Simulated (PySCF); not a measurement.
**C₆H₁₃AlFN (SMILES CN(C)/C(F)=C/C[CH2][AlH2]): density, localisation and related maps**

```yaml
atoms:
  - { symbol: C, position_ang: [-2.2847, 1.2504, 0.7815] }
  - { symbol: N, position_ang: [-2.0835, 0.3334, -0.3125] }
  - { symbol: C, position_ang: [-3.2480, -0.4565, -0.6551] }
  - { symbol: C, position_ang: [-0.8405, -0.2524, -0.4313] }
  - { symbol: F, position_ang: [-0.7557, -1.0158, -1.5545] }
  - { symbol: C, position_ang: [0.2381, -0.1091, 0.3370] }
  - { symbol: C, position_ang: [1.5925, -0.6367, -0.0166] }
  - { symbol: C, position_ang: [2.5857, 0.5089, -0.3401] }
  - { symbol: Al, position_ang: [4.2201, -0.4778, -0.9258] }
  - { symbol: H, position_ang: [-1.4837, 1.9876, 0.7890] }
  - { symbol: H, position_ang: [-2.3159, 0.7477, 1.7572] }
  - { symbol: H, position_ang: [-3.2314, 1.7665, 0.6264] }
  - { symbol: H, position_ang: [-3.5902, -1.0664, 0.1910] }
  - { symbol: H, position_ang: [-3.0173, -1.1126, -1.4902] }
  - { symbol: H, position_ang: [-4.0543, 0.2143, -0.9535] }
  - { symbol: H, position_ang: [0.1714, 0.4743, 1.2399] }
  - { symbol: H, position_ang: [1.9927, -1.2270, 0.8176] }
  - { symbol: H, position_ang: [1.5179, -1.3090, -0.8787] }
  - { symbol: H, position_ang: [2.6903, 1.1550, 0.5426] }
  - { symbol: H, position_ang: [2.1394, 1.1526, -1.1124] }
  - { symbol: H, position_ang: [5.5830, 0.1212, -1.3582] }
  - { symbol: H, position_ang: [4.1637, -2.0292, -0.9672] }
```

Geometry: GFN2-xTB.

Computed with PySCF 2.14.0, PBE0/pcSseg-1, SCF density, gas phase, non-relativistic.

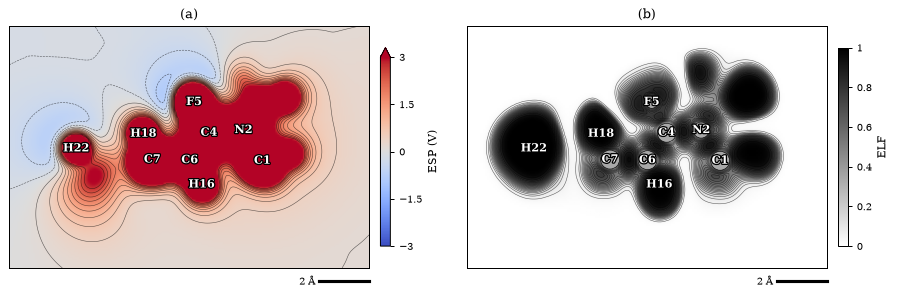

Figure 1. (a) molecular electrostatic potential; (b) electron localisation function on the plane of atoms F5, C4 and C6. Grey discs cover the atomic cores in the ELF map.

Q: Describe what can be read from this map.

A:
- The plane passes through C, N, F and H nuclei.
- C–C (1.33 Å): the ELF peaks at about 0.90 between the atoms; a multiple bond.
- C–F (1.36 Å): the ELF peaks at about 0.85 between the atoms (a shared but strongly polarised pair).
- C–N (1.38 Å): the ELF peaks at about 0.95 between the atoms; a covalent bond.
- C–H (1.08 Å): the ELF climbs to about 1 towards the hydrogen, as it does in any bond to H (an ordinary covalent bond to hydrogen).
- C–N (1.44 Å): the ELF peaks at about 0.95 between the atoms (localised, covalent bonding).
- The ELF also peaks beside F5, away from the bonds: lone-pair regions.
- Outside the dense part of the molecule the potential is most negative (−0.8 V) near F5.

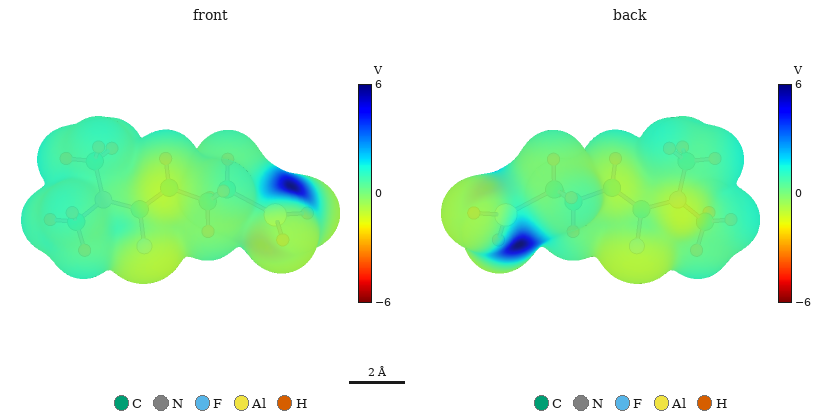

Figure 2. The molecular electrostatic potential painted on the density surface at 0.004 e/bohr³, seen from the front and from behind; red is negative and blue positive.

Q: Describe the electrostatic potential map.

A: The most negative region (about −1.0 V) lies over N2, the most positive (about +5.5 V) over Al9. N2 is the likeliest acceptor of a hydrogen bond.

Q: What dipole moment does the calculation give?

A: Its dipole moment is 2.95 D.
